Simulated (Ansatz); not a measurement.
## Fields on a plane of BN (h-BN type, space group P6_3/mmc)

```
BN
1.0
    2.50059     0.00000     0.00000
   -1.25029     2.16557     0.00000
    0.00000     0.00000     6.52584
B N
2 2
Direct
  0.33333   0.66667   0.25000
  0.66667   0.33333   0.75000
  0.33333   0.66667   0.75000
  0.66667   0.33333   0.25000
```

The slice is a (-1 1 0 2) plane (indices of the conventional cell) through the point (0.333, 0.667, 0.250) (fractional), spanned by u = [110] and v = [1 -1 1] in vectors of this cell: u (2.50 Å) and v (7.83 Å, at 90° to u). It covers one period; positions are fractions (u, v).

Atoms on it: B at (0.00, 0.00); N at (0.50, 0.50). Other atoms lie within 1 Å of the plane.

The numbers are results of r2SCAN+rVV10 (plane waves to 500 eV, PAW, scalar-relativistic; Ansatz, an electronic-structure program), not measurements. k mesh 15×15×5. Inside the PAW spheres the values are not all-electron values, and peaks at nuclei hang on which shells count as valence. BN was relaxed with its symmetry unable to fall.

```
v \ u  0.00  0.12  0.25  0.38  0.50  0.62  0.75  0.88
-----  ----  ----  ----  ----  ----  ----  ----  ----
0.90   0.30  0.60  0.81  0.81  0.79  0.81  0.81  0.60
0.80   0.03  0.05  0.14  0.26  0.31  0.26  0.14  0.05
0.70   0.01  0.02  0.04  0.08  0.10  0.08  0.04  0.02
0.60   0.05  0.18  0.55  0.76  0.82  0.76  0.55  0.18
0.50   0.29  0.69  0.84  0.44     x  0.44  0.84  0.69
0.40   0.26  0.56  0.79  0.79  0.77  0.79  0.79  0.56
0.30   0.06  0.06  0.06  0.06  0.06  0.06  0.06  0.06
0.20   0.19  0.15  0.07  0.02  0.01  0.02  0.07  0.15
0.10   0.60  0.47  0.22  0.10  0.07  0.10  0.22  0.47
0.00      x  0.16  0.76  0.77  0.68  0.77  0.76  0.16
```

Values: electron localisation function (ELF). Points within 0.3 Å of a nucleus are blanked (x), as the pseudised field means little there.

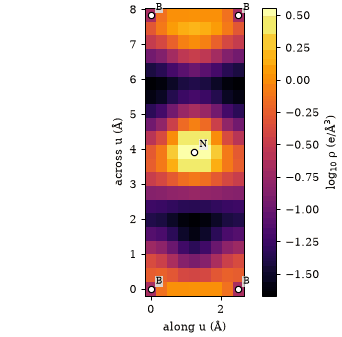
Figure: Log₁₀ of the valence density in e/Å³, one period of the plane, atoms marked. The scale is logarithmic, as a density can span decades between atoms and voids.

- Element round which the density of the highest valence band (whole band, smooth part) is largest on this plane = N
